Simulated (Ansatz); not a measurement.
System: TlRh2.

Input

```
crystal:
  lattice:
    - [5.2806321545, 0.0, 0.0]
    - [0.0, 5.2806321545, 0.0]
    - [0.0, 0.0, 2.6861857156]
  atoms:
    - { symbol: Tl, position: [0.5, 0.5, 0.5] }
    - { symbol: Rh, position: [0.0, 0.5, 0.5] }
    - { symbol: Rh, position: [0.5, 0.0, 0.5] }
basis:
  ecutwfc: 420
kpoints:
  mp_grid: { grid: [10, 10, 18] }
  band_path:
    path:
      - [[0.0, 0.0, 0.0], [0.0, 0.5, 0.0], [0.5, 0.5, 0.0], [0.0, 0.0, 0.0], [0.0, 0.0, 0.5], [0.0, 0.5, 0.5], [0.5, 0.5, 0.5], [0.0, 0.0, 0.5]]
      - [[0.0, 0.5, 0.0], [0.0, 0.5, 0.5]]
      - [[0.5, 0.5, 0.0], [0.5, 0.5, 0.5]]
    npoints: 14
hamiltonian:
  xc: pbe
scf:
  occupations: { method: gaussian, width: 0.1 }
  n_extra_bands: 7
output:
  forces: true
  stress: true
  eigenvalues: true
  populations: true
  dos: { projected: true, de: 0.02, nscf_kmesh: { grid: [12, 12, 22] } }
  bader: true
  write_density: true
  write_potential: true
  elf: true
  volumetric_format: npy
```

Launched as:

```sh
ansatz run input.yaml --threads 1 --pin off --max-ram 2560MiB --backend cpu --events-out ev --progress --plain --runs-dir out
```

Below, planes, directions and counts refer to the conventional cell (a = 5.28 Å, b = 5.28 Å, c = 2.69 Å, α = 90.00°, β = 90.00°, γ = 90.00°).

Space group P4/mmm; a structure generated by program, which may or may not match a known phase; computed without spin polarisation.

These are results of DFT PBE, scalar-relativistic, plane waves, PAW (Ansatz), not measurements.

Predict the valence pseudo-density and electron localisation function between the atoms.

Tl–Rh (2.64 Å): ρ is about 0.41 e/Å³ halfway; the ELF is about 0.25 at the midpoint; no shared electron pair shows on this line.
Bader's partition of the density gives Tl +0.19 and Rh −0.10 e.

Which way does charge flow, and how much by Bader's partition?

Electrons move from Tl towards Rh. Bader charges: Tl +0.19 and Rh −0.10 e.

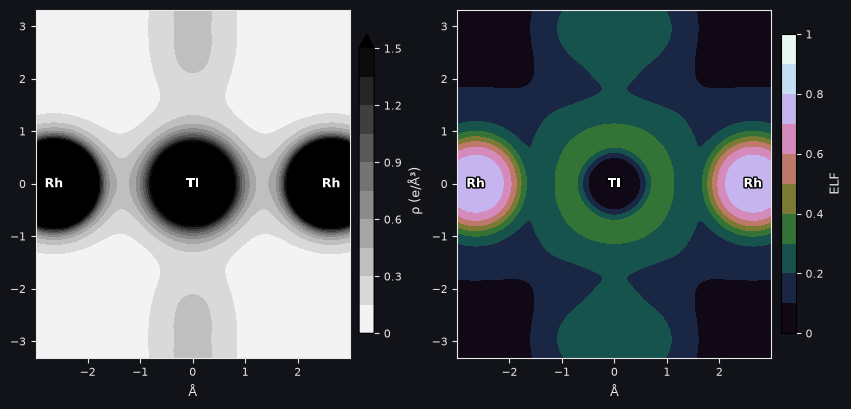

Computed valence pseudo-density and electron localisation function on the (101) plane of the conventional cell, in this order. 

In a PAW calculation such maps are meaningful between the atoms, not at the nuclei.
